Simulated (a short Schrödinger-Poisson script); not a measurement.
System: symmetric double-gate stack, SiO2 on p-type Si(100), at 400 K.

```
layer  material  thickness (nm)  Na (cm⁻³)
-----  --------  --------------  ---------
1          SiO2             2.4          -
2            Si              10       4e16
3          SiO2             2.4          -
```

Constants are typed, rounded textbook-type inputs, not results; the design itself was drawn at random and stands for no fabricated device. SiO2: permittivity 3.9, conduction-band edge (eV) 3.15, gap (eV) 9, electron mass (mₑ) 0.5. Si: permittivity 11.7, conduction-band edge (eV) 0, gap (eV) 1.124, Nv at 300 K (cm⁻³) 3.1e19.

Channel valleys (confinement mass, in-plane density-of-states mass, number): Δ2 0.916, 0.19, 2; Δ4 0.19, 0.417, 4. At the gates, both at one voltage, the conduction-band edge of layer 1 lies 3.65 eV − eVg above the Fermi level of the channel. Gaps are held at their typed values at every temperature. Mesh 0.03 nm at interfaces.

Solved with a short Schrödinger-Poisson script written for these runs: 1D Poisson equation in equilibrium, electrons quantum, Hartree (BenDaniel-Duke, 12 states a valley, the channel's in-plane mass for all, wave functions free to enter the dielectric), parabolic valleys, classical holes, full ionisation, no traps, pinning or gate leakage.

Only gate voltages with over 1e8 electrons/cm² are shown.

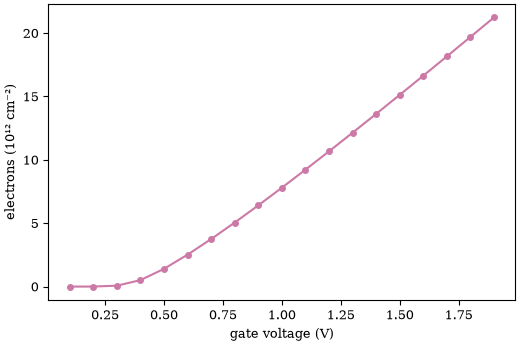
Fig. 1. Sheet density against gate voltage

| Vg (V) | electrons (cm⁻²) | C (μF/cm²) | Δ2 E0 (meV) | Δ2 E1 (meV) | Δ4 E0 (meV) | Δ4 E1 (meV) |
|---|---|---|---|---|---|---|
| 0.1 | 2.51e8 | < 0.003 | 406.9 | 418.7 | 419.8 | 470.5 |
| 0.2 | 4.53e9 | 0.0211 | 307.2 | 319.0 | 320.2 | 370.8 |
| 0.3 | 7.13e10 | 0.291 | 212.3 | 223.8 | 225.2 | 275.6 |
| 0.4 | 5.08e11 | 1.14 | 145.1 | 155.0 | 158.0 | 206.5 |
| 0.5 | 1.40e12 | 1.66 | 110.8 | 117.7 | 124.0 | 169.0 |
| 0.6 | 2.52e12 | 1.90 | 90.5 | 94.7 | 105.1 | 146.2 |
| 0.7 | 3.75e12 | 2.04 | 75.5 | 77.9 | 92.8 | 130.3 |
| 0.8 | 5.05e12 | 2.13 | 63.2 | 64.6 | 83.9 | 118.3 |
| 0.9 | 6.41e12 | 2.20 | 52.6 | 53.4 | 77.1 | 108.7 |
| 1 | 7.80e12 | 2.26 | 43.2 | 43.7 | 71.7 | 100.7 |
| 1.1 | 9.22e12 | 2.30 | 34.8 | 35.1 | 67.2 | 94.0 |
| 1.2 | 1.07e13 | 2.34 | 27.2 | 27.4 | 63.3 | 88.2 |
| 1.3 | 1.21e13 | 2.37 | 20.3 | 20.4 | 59.9 | 83.1 |
| 1.4 | 1.36e13 | 2.39 | 13.9 | 13.9 | 56.9 | 78.6 |
| 1.5 | 1.51e13 | 2.42 | 7.9 | 7.9 | 54.1 | 74.5 |
| 1.6 | 1.66e13 | 2.43 | 2.3 | 2.3 | 51.6 | 70.7 |
| 1.7 | 1.82e13 | 2.45 | -3.0 | -3.0 | 49.3 | 67.3 |
| 1.8 | 1.97e13 | 2.46 | -8.0 | -8.0 | 47.1 | 64.0 |
| 1.9 | 2.12e13 | 2.48 | -12.8 | -12.8 | 45.0 | 61.0 |

Subbands count from the Fermi level. The capacitance is that of both gates.
